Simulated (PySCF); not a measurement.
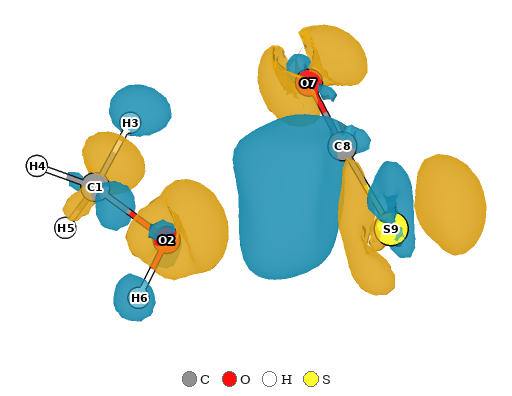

*C2H4O2S, SMILES `CO.O=C=S`. Density of the complex less the densities of the two fragments at the same geometry, ±0.004 e/Å³ (yellow: gain, teal: loss). Fragment A: H4CO (atoms 1–6); fragment B: CSO.*

PySCF calculation, HF/6-31G*, gas phase; geometry: GFN2-xTB. GFN2-xTB bond lengths at metals and heavier atoms can be off by up to 0.1 Å and shapes distorted, which carries into these values.

Input script:

```python
import numpy as np
from pyscf import gto, scf, dft
from pyscf.scf import atom_ks, atom_hf
from scipy.linalg import block_diag
from pyscf.dispersion import dftd3

def solve(mol, dm0=None, hcore=None):
    mf = scf.UHF(mol) if mol.spin else scf.RHF(mol)
    mf = mf.density_fit(auxbasis='def2-universal-jkfit')
    mf.conv_tol, mf.max_cycle = 1e-8, 80
    if hcore is not None:
        mf.get_hcore = lambda *args: hcore
    mf.kernel(dm0)
    if not mf.converged:
        mf = mf.newton().run(mf.mo_coeff, mf.mo_occ, max_cycle=30)
    assert mf.converged, 'SCF not converged'
    return mf

mol = gto.M(atom='''
C     -2.56877     0.03377    -0.00994
O     -1.42677    -0.79112     0.00555
H     -2.20860     1.05876    -0.07539
H     -3.15841    -0.07906     0.90545
H     -3.20492    -0.17700    -0.87551
H     -1.70527    -1.71149     0.06278
O      0.33148     1.63282     0.00681
C      0.93709     0.65075     0.00222
S      1.80185    -0.62074    -0.00437
''', basis='6-31g*', charge=0, spin=0, verbose=4)
mol_a = gto.M(atom='''
C     -2.56877     0.03377    -0.00994
O     -1.42677    -0.79112     0.00555
H     -2.20860     1.05876    -0.07539
H     -3.15841    -0.07906     0.90545
H     -3.20492    -0.17700    -0.87551
H     -1.70527    -1.71149     0.06278
ghost-O      0.33148     1.63282     0.00681
ghost-C      0.93709     0.65075     0.00222
ghost-S      1.80185    -0.62074    -0.00437
''', basis='6-31g*', charge=0, spin=0, verbose=4)
mol_b = gto.M(atom='''
ghost-C     -2.56877     0.03377    -0.00994
ghost-O     -1.42677    -0.79112     0.00555
ghost-H     -2.20860     1.05876    -0.07539
ghost-H     -3.15841    -0.07906     0.90545
ghost-H     -3.20492    -0.17700    -0.87551
ghost-H     -1.70527    -1.71149     0.06278
O      0.33148     1.63282     0.00681
C      0.93709     0.65075     0.00222
S      1.80185    -0.62074    -0.00437
''', basis='6-31g*', charge=0, spin=0, verbose=4)
ab, a, b = solve(mol), solve(mol_a), solve(mol_b)
e_int = ab.e_tot - a.e_tot - b.e_tot
print('counterpoise-corrected interaction energy / kcal/mol', e_int * 627.5095)
def disp(atoms, charge):
    m = gto.M(atom=atoms, charge=charge, basis='sto-3g', spin=None, unit='Bohr', verbose=0)
    return dftd3.DFTD3Dispersion(m, xc='hf', version='d3bj').get_dispersion()['energy']
e_disp = disp(mol._atom, mol.charge) - disp(mol._atom[:6], mol_a.charge) - disp(mol._atom[6:], mol_b.charge)
print('D3(BJ) part / kcal/mol', e_disp * 627.5095)
# spherically averaged free atoms, for the promolecule
atm = scf.atom_hf.get_atm_nrhf(mol)
pro = block_diag(*[(atm[a[0]][2] * atm[a[0]][3]) @ atm[a[0]][2].T for a in mol._atom])
np.savez('result.npz', e_int=e_int, e_disp=e_disp, dm_a=a.make_rdm1(), dm_b=b.make_rdm1(), c=ab.mo_coeff, occ=ab.mo_occ, eps=ab.mo_energy, pro=pro, d=[f.dip_moment(verbose=0) for f in (ab, a, b)])
```

Command:

```sh
OMP_NUM_THREADS=1 python input.py
```

The run took 2.5 s on 1 thread of Arm Neoverse V1 (shared host), peak memory 0.17 GiB.

Partitions, critical points and surface values were worked out afterwards from this run's density.

Which way does charge flow?

Answer. Hirshfeld charges show 0.006 e passing from A to B. By Hirshfeld charges, electrons gather most on S9 (−0.015 e) and leave C8 most (+0.020 e); 0.07 e is displaced in all, which induces a dipole of 0.37 D.

What is the interaction energy, and which contacts carry it?

Answer. The counterpoise-corrected interaction energy of the frozen fragments is +0.2 kcal/mol without dispersion correction and −2.9 kcal/mol with D3(BJ). The pair geometry is semi-empirical, not a minimum at this level. Contacts: O2···C8, 2.77 Å, ρ = 0.012 a.u.; H3···O7, weak C–H hydrogen bond, 2.60 Å, ρ = 0.007 a.u. The pose is a local one from a semi-empirical search, not shown to be the most stable.
